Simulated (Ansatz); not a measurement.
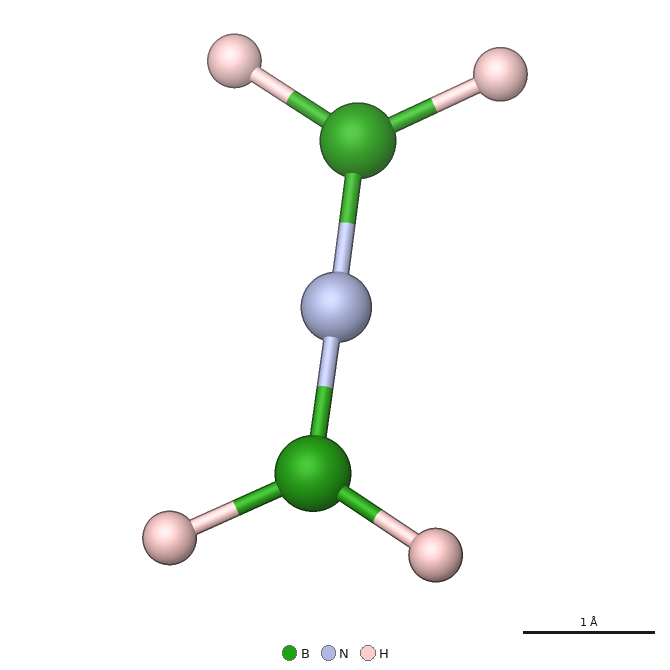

Rendered structure (ball-and-stick style).

Charge 0, doublet. The computed structure is the end point of a PBE0-D4/def2-TZVP optimisation.

Identify the structure.

The molecule is B2H4N. Its SMILES string is `B[N]B`. It has no ring. Among its groups: B–H bond. The point group is D2h. It is an open-shell species. All atoms lie on one plane. Coordination: 2 B trigonal planar; 1 N linear.

More results for the same structure follow; atom numbers are the same in all pictures, views and colours differ.

### Electronic properties

Method: UKS PBE0-D4/def2-TZVPP (Ansatz 0.2.0).

> What is the HOMO energy (Kohn–Sham orbital)?

−7.29 eV.

> Give the ⟨S²⟩ of the determinant at this level.

0.757.

> Estimate the dispersion correction.

−6.3 kJ/mol.

### Charges

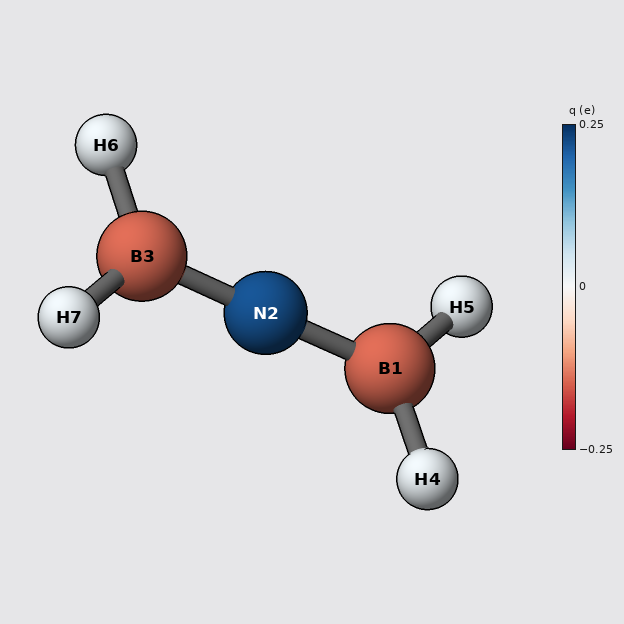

Atoms are coloured by their Mulliken charges. Level of theory: UKS PBE-D4/def2-TZVPP (Ansatz 0.2.0).

List the Mulliken charges.

```csv
atom,value (e)
B1,−0.14
N2,0.22
B3,−0.14
H4,0.02
H5,0.02
H6,0.02
H7,0.02
```

### Vibrations

Harmonic vibrations computed with UKS PBE0-D4/def2-TZVP (Ansatz 0.2.0) at a stationary point of the same level.

> How many vibrational modes are there, and where do they lie?

15 modes: 127, 167, 226, 735, 871, 940, 966, 970, 1137, 1185, 1547, 2517, 2527, 2586, 2590 cm⁻¹.

Mulliken values depend strongly on the basis set and can even reverse the polarity of a bond.
